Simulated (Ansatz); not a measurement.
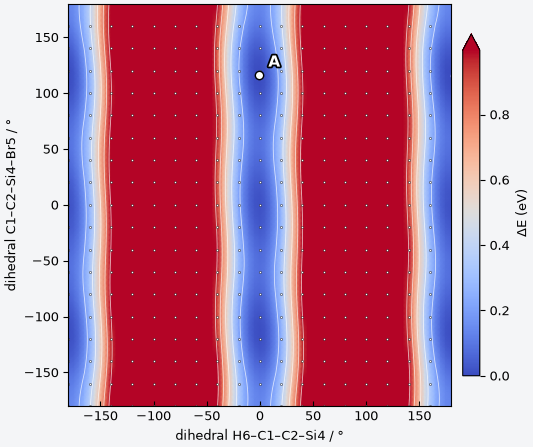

C2H4BrFSi, SMILES C=C(F)[SiH2]Br. 
- First axis: dihedral H6–C1–C2–Si4. Second axis: dihedral C1–C2–Si4–Br5.
- Nothing is relaxed (all other coordinates rigid).
- The scan uses an 18 × 18 grid.
- Points are written as (first, second).
- Energies: eV, counted from the lowest grid point.
- The dihedral twists a double bond; near 90° a spin-restricted reference is unreliable.
- The calculation used RHF/def2-SVP in Ansatz.

In the figure: a smooth colour map with a few white contour lines, dots at the grid points, one colour for all values above the top of the scale, the well A. Between grid points the surface is interpolated.

Question: Where is the minimum, and how stiff is the well along each coordinate? Take the well at A.

Answer: The interpolated minimum is at dihedral H6–C1–C2–Si4 ≈ −1°, dihedral C1–C2–Si4–Br5 ≈ 116°. The curvatures there are about 3.8 eV/rad² and 0.45 eV/rad², with a cross term of about 0.17 eV/rad². Round the minimum the two coordinates are weakly coupled (coupling 0.13 in units of the two stiffnesses).
